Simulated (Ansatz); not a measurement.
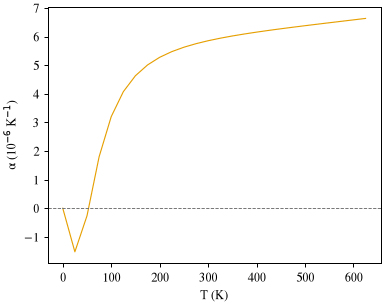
Fig. 1. Linear thermal expansion of zinc blende InSb from the quasi-harmonic free energy, r2SCAN in Ansatz (a quantum-chemistry and plane-wave program)

At this level the gap is small or closed, and a narrow smearing was used. Dynamical quadrupoles are not included in the interpolation of the phonons between the solved wave vectors. Spin-orbit coupling is not included.

Read off α at 600 K, and say whether it is negative anywhere.

About 6.6 × 10⁻⁶ K⁻¹. It is negative at low temperature and turns positive near 53 K; the lowest value on the 25 K grid is -1.5 × 10⁻⁶ K⁻¹.

The PAW data sets were generated under PBE and serve the other functionals too.
